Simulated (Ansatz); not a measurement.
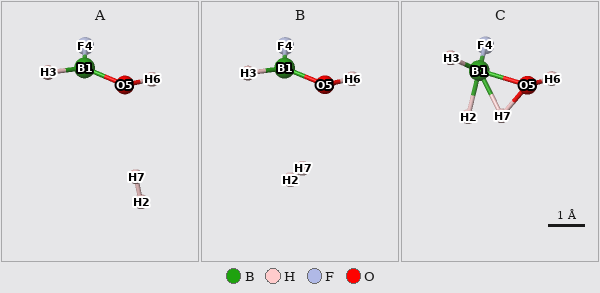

3 geometries from a converged minimum-energy path of BH$_{4}$OF, shuffled. A ball-and-stick model, seen at a tilt.

The calculation used RKS PBE0/def2-SVP in Ansatz 0.2.0. Set-up: 5 movable images; climbing image; force threshold 0.05 eV/Å; iteration limit 60; starting path through a guess of the saddle point.

Which of them lies highest in energy?

C. In order along the path, whose images run from 0 to 6: C (image 2, +0.92 eV), B (image 4, −0.90 eV), A (image 5, −0.91 eV). Breaking: B1–H2 (1.22 → 1.38 at the top → 4.53 Å), O5–H7 (0.97 → 1.24 at the top → 2.59 Å). Forming: H2–H7 (2.48 → 1.05 at the top → 0.76 Å).

The run took 2.6 min on 1 thread of Arm Neoverse V2, with other jobs on the host, peak memory 0.082 GiB.
